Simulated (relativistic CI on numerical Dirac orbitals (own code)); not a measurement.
**Tl³⁺: one ion under different settings**

How much do the settings matter for Tl³⁺? One ion, several inputs.

The numbers are computed with relativistic CI on numerical Dirac orbitals (own code) version 3 (Dirac-Coulomb-Breit CI, KLI orbitals optimised for each configuration, model QED (radiative potential, 1s self-energy scaled to tabulated hydrogen-like ionisation energies), numerical settings as typed), except any that are marked as measured or tabulated.

## 1. What is computed

* ion: Tl³⁺ (Tl IV)
* nuclear charge: 81
* electrons: 78
* isotope: A = 205

## 2. Usual settings

Settings of the run:

```ini
atom Tl  Z=81  charge=3  electrons=78
nucleus A=205  rms_radius_fm=5.4759
hamiltonian dirac-coulomb  breit=on  qed=on  c_scale=1
orbitals kli  potential=per-configuration
slater_scale 1
correlation none
mixing on
grid step=0.0125 r_max=64.9
scf mixing=0.4 start=green max_iterations=150 tolerance=2e-08 node_fill=0.05
configurations
  [Xe] 4f14 5d10
  [Xe] 4f14 5d9 6s
  [Xe] 4f14 5d9 6p
  [Xe] 4f14 5d9 5f
  [Xe] 4f14 5d8 6s2
end
```

Command:

```console
python run_levels.py task.json out
```

task.json lists these runs, among others, and the program works through them in turn.

## 3. Start potential bare

Settings: those of step 2 with these lines changed.

```diff
@@ -8,3 +8,3 @@
 grid step=0.0125 r_max=64.9
-scf mixing=0.4 start=green max_iterations=150 tolerance=2e-08 node_fill=0.05
+scf mixing=0.4 start=bare max_iterations=150 tolerance=2e-08 node_fill=0.05
 configurations
```

## 4. Nuclear radius 4.9283

Settings of the run:

```ini
atom Tl  Z=81  charge=3  electrons=78
nucleus A=205  rms_radius_fm=4.9283
hamiltonian dirac-coulomb  breit=on  qed=on  c_scale=1
orbitals kli  potential=per-configuration
slater_scale 1
correlation none
mixing on
grid step=0.0125 r_max=64.9
scf mixing=0.4 start=green max_iterations=150 tolerance=2e-08 node_fill=0.05
configurations
  [Xe] 4f14 5d10
  [Xe] 4f14 5d9 6s
  [Xe] 4f14 5d9 6p
  [Xe] 4f14 5d9 5f
  [Xe] 4f14 5d8 6s2
end
```

## 5. Grid step 0.03

Settings of the run:

```ini
atom Tl  Z=81  charge=3  electrons=78
nucleus A=205  rms_radius_fm=5.4759
hamiltonian dirac-coulomb  breit=on  qed=on  c_scale=1
orbitals kli  potential=per-configuration
slater_scale 1
correlation none
mixing on
grid step=0.03 r_max=64.9
scf mixing=0.4 start=green max_iterations=150 tolerance=2e-08 node_fill=0.05
configurations
  [Xe] 4f14 5d10
  [Xe] 4f14 5d9 6s
  [Xe] 4f14 5d9 6p
  [Xe] 4f14 5d9 5f
  [Xe] 4f14 5d8 6s2
end
```

## 6. Slater scale 0

Settings of the run:

```ini
atom Tl  Z=81  charge=3  electrons=78
nucleus A=205  rms_radius_fm=5.4759
hamiltonian dirac-coulomb  breit=on  qed=on  c_scale=1
orbitals kli  potential=per-configuration
slater_scale 0
correlation none
mixing on
grid step=0.0125 r_max=64.9
scf mixing=0.4 start=green max_iterations=69 tolerance=2e-08 node_fill=0.05
configurations
  [Xe] 4f14 5d10
  [Xe] 4f14 5d9 6s
  [Xe] 4f14 5d9 6p
  [Xe] 4f14 5d9 5f
  [Xe] 4f14 5d8 6s2
end
```

## 7. Tolerance 0.3

Settings: those of step 6 with these lines changed.

```diff
@@ -4,3 +4,3 @@
 orbitals kli  potential=per-configuration
-slater_scale 0
+slater_scale 1
 correlation none
@@ -8,3 +8,3 @@
 grid step=0.0125 r_max=64.9
-scf mixing=0.4 start=green max_iterations=69 tolerance=2e-08 node_fill=0.05
+scf mixing=0.4 start=green max_iterations=80 tolerance=0.3 node_fill=0.05
 configurations
```

(Steps that only read results are left out.)

**Question.** What will these runs give? Wanted: lowest level, usual settings; total energy; first excitation.

The runs gave:

| setting | total energy less usual (Ha) | largest shift of a level among the lowest eight of both runs, same label and place (cm⁻¹) | SCF iterations | time | lowest level | kind of change |
| --- | --- | --- | --- | --- | --- | --- |
| usual | 0 | 0 | 63 | 0.9 s | 5d10 1S0 | - |
| start potential bare | 0 | 0 | 103 | 1.3 s | 5d10 1S0 | numerical |
| nuclear radius 4.9283 | -0.803 | 23.6 | 63 | 0.89 s | 5d10 1S0 | unphysical constant |
| grid step 0.03 | 0.000542 | 0.0287 | 62 | 0.4 s | 5d10 1S0 | numerical |
| Slater scale 0 | 0.00257 | 5760 | 63 | 0.89 s | 5d10 1S0 | unsound |
| tolerance 0.3 | 0.623 | 5210 | 15 | 0.5 s | 5d10 1S0 | unsound |

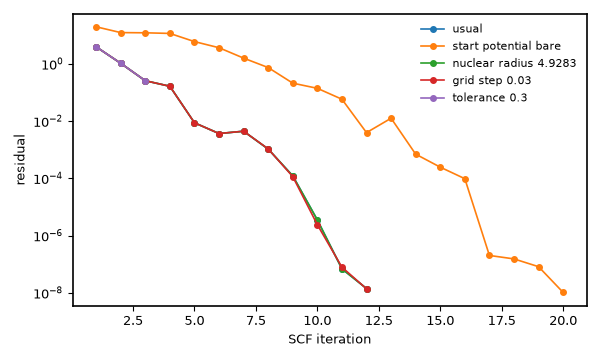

Residual of the first configuration's SCF.

```
                    quantity           value
lowest level, usual settings        5d10 1S0
                total energy  -20232.9562 Ha
            first excitation      76994 cm⁻¹
```

**Reading.** Among the runs whose levels can be followed, they move most under «Slater scale 0» (unsound), by up to 5760 cm⁻¹. No visible change in the result comes from «start potential bare». «Start potential bare» costs 103 SCF iterations against 63. Only the listed configurations are in the model. Near neutrality, missing correlation can shift configurations against each other by thousands of cm⁻¹.
